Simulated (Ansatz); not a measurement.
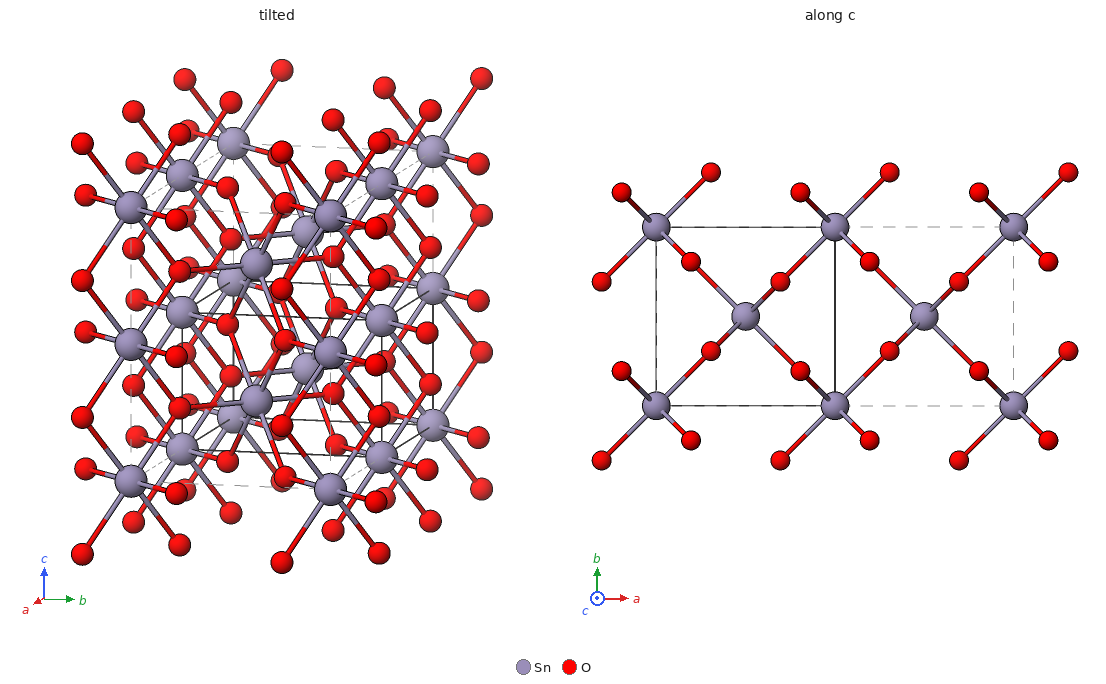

This ball-and-stick model is shown slightly off an axis and along the c axis. Shown are 2×1×2 repeats of the conventional unit cell, one of them outlined in solid lines. Some atoms of the next cells are drawn as well.

The material is SnO₂. The structure has P4_2/mnm (No. 136) symmetry and a primitive tetragonal lattice. Structure type: rutile. Cell content 2 Sn, 4 O; Z = 2. Each Sn atom is coordinated by six O in a distorted octahedral arrangement. About every O there are three Sn. The bonds build a three-dimensional framework.

The structure was taken from a structure listed in the Materials Project. The atoms were relaxed in a fixed cell with DFT, r2SCAN, plane-wave PAW, scalar-relativistic in Ansatz 0.2.0.
